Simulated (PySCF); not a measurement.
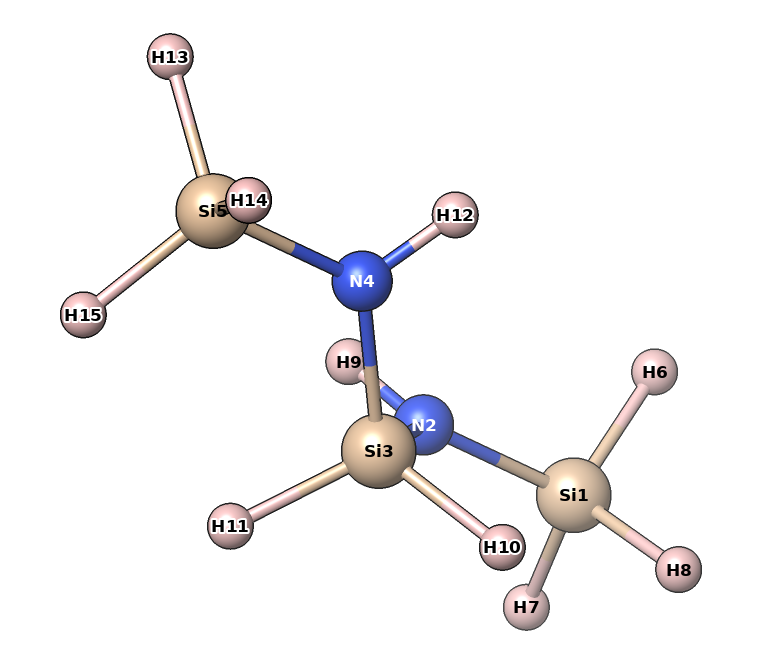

N2 lies behind Si3. The molecule seen a little off the Si3–N2 bond, Si3 in front. Depth is shown by fading: the farther an atom, the more it takes the colour of the background. The geometry was computed by an optimisation with PBE0-D3(BJ)/def2-SVP. No frequency run is at hand to confirm it as a minimum.

What is the torsion angle N4–Si3–N2–Si1? The sign is positive where the front bond must turn clockwise to cover the back bond.

124°, anticlinal.
